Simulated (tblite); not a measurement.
# C5H10O2SSi2: the cost of one run

The runs use tblite 0.8.0 and PySCF 2.14.0, with density-fitted response routines of our own; the level of theory stands in each step. All values are computed, except where a source is named. Atoms count from 0, in the outputs and in this text.

## Step 1: The molecule as given

20 atoms, charge 0, multiplicity 1; geometry from: force field or distance geometry start.

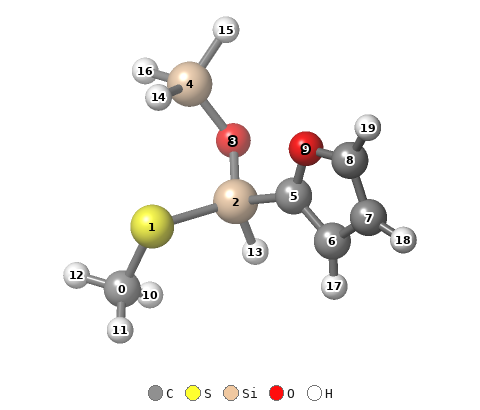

As it starts; carbon grey, sulfur yellow, silicon light orange, oxygen red, hydrogen white, atoms numbered.

## Step 2: Geometry optimisation with GFN2-xTB

The job: settings as JSON, then the geometry in Å.

```
{"job": {"kind": "relax", "xc": "GFN2-xTB", "basis": "xTB"}, "charge": 0, "multiplicity": 1}
C     -3.060700    -1.716600     0.044300
S     -1.749800    -0.791300     0.893600
Si    -0.521600     0.183600    -0.540300
O     -0.847600     1.846500    -0.733800
Si    -1.114900     2.683400     0.733200
C      1.267100    -0.158500    -0.259700
C      1.997600    -1.177600    -0.857700
C      3.308100    -1.070200    -0.355800
C      3.290100    -0.005700     0.499600
O      2.091400     0.508600     0.543000
H     -3.051100    -1.418700    -1.024200
H     -2.959300    -2.809800     0.154200
H     -4.052800    -1.353400     0.458200
H     -0.826300    -0.441600    -1.858500
H     -1.101900     1.854000     1.915900
H     -0.144800     3.793900     0.839200
H     -2.447500     3.328400     0.625800
H      1.632100    -1.931500    -1.568000
H      4.144700    -1.699600    -0.595700
H      4.141900     0.386800     1.083600
```

Launch:

```console
> OMP_NUM_THREADS=1 python probes_run.py task.json out
```

The driver reads the jobs from task.json and runs them one after another.

Q: Estimate the wall time and peak memory of this first job on 1 thread of Arm Neoverse V1, shared host.

About 3.2 s, with a peak of 0.18 GiB.
